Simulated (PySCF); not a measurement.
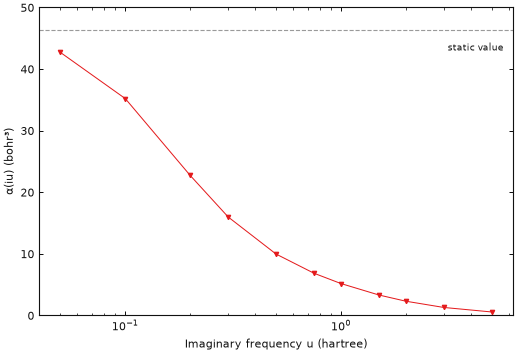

**Figure 1.** Dipole polarisability at imaginary frequency of neutral silver ([Kr] 4d¹⁰ 5s). Coupled response at the PBE level; PySCF, aug-cc-pVTZ-PP with a 28-electron core potential, unrestricted single determinants, no spin-orbit coupling. The static dipole polarisability is 46.3 bohr³ (the recommended value is 55.0); α(iu) falls to half of it near u = 0.20 hartree. The Casimir–Polder integral gives C₆ = 355 hartree bohr⁶ for two such species.

**Atomic calculation, with input and output: Ag**

System: Ag, configuration 1s2 2s2 2p6 3s2 3p6 3d10 4s2 4p6 4d10 5s1, multiplicity 2.
Method: unrestricted PBE, aug-cc-pVTZ-PP with ECP28, scalar-relativistic core potential (PySCF).

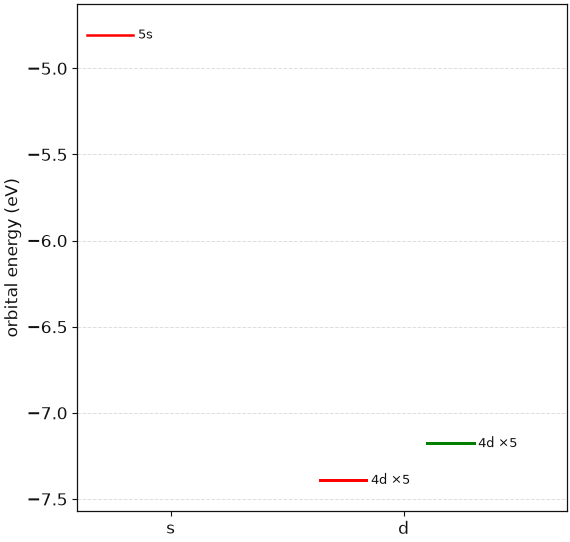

**Figure 2.** Orbital energies of the mean field, from the top down to −7.39 eV, by angular momentum, α spin at the left of each column and β at the right; ×n counts the orbitals under one label. The highest filled orbital is 5s α at −4.81 eV, the lowest empty one s β at −4.03 eV.

These pictures come from the run below.

**Input**
```python
from pyscf import gto, scf, dft, mp, cc
mol = gto.M(atom="Ag 0 0 0", charge=0, spin=1, symmetry="D2h",
            basis="aug-cc-pVTZ-PP",
            ecp="aug-cc-pVTZ-PP")
mf = dft.UKS(mol, xc="PBE")
mf.irrep_nelec = {'Ag': (4, 3), 'B1g': (1, 1), 'B2g': (1, 1), 'B3g': (1, 1), 'B1u': (1, 1), 'B2u': (1, 1), 'B3u': (1, 1)}
mf.kernel()
```

The script is an equivalent of what the driver set up; the driver started from orbitals of its own, so the log can be shorter than this script's would be, and it computed the properties (radii, ⟨L²⟩, response) afterwards. It held the occupations shell by shell, which the script's counts by irreducible representation don't always enforce.

**Log (extracts)**
```
damping factor = 0
level_shift factor = 0
DIIS = <class 'pyscf.scf.diis.CDIIS'>
diis_start_cycle = 1
diis_space = 10
diis_damp = 0
SCF conv_tol = 1e-09
SCF conv_tol_grad = None
number electrons alpha = 10  beta = 9
XC functionals = PBE
    J. P. Perdew, K. Burke, and M. Ernzerhof.,  Phys. Rev. Lett. 77, 3865 (1996)
    J. P. Perdew, K. Burke, and M. Ernzerhof.,  Phys. Rev. Lett. 78, 1396 (1997)
    J. P. Perdew, K. Burke, and M. Ernzerhof.,  Phys. Rev. Lett. 77, 3865 (1996)
    J. P. Perdew, K. Burke, and M. Ernzerhof.,  Phys. Rev. Lett. 78, 1396 (1997)
cycle= 1 E= -146.918943222461  delta_E= -0.00748  |g|= 0.178  |ddm|= 0.252
cycle= 2 E= -146.900198492916  delta_E= 0.0187  |g|= 0.329  |ddm|= 0.209
cycle= 3 E= -146.927797959221  delta_E= -0.0276  |g|= 0.0112  |ddm|= 0.128
cycle= 4 E= -146.927844081326  delta_E= -4.61e-05  |g|= 0.000964  |ddm|= 0.00758
cycle= 5 E= -146.927844367443  delta_E= -2.86e-07  |g|= 1.1e-05  |ddm|= 0.000498
cycle= 6 E= -146.927844367499  delta_E= -5.62e-11  |g|= 6.72e-07  |ddm|= 1.06e-05
converged SCF energy = -146.927844367499  <S^2> = 0.75132264  2S+1 = 2.0013222
```

**Key numbers**

| quantity | value |
| --- | --- |
| outcome | converged |
| total energy (valence electrons, under a core potential) | −146.927844 hartree |
| ⟨S²⟩ | 0.751 |
| static polarisability | 46.3 bohr³ |
| C₆ of the like pair | 355 hartree bohr⁶ |
| SCF iterations | 6 |
| hardware | 1 CPU thread, shared host |
| CPU time | 4.8 s (integrals apart) |
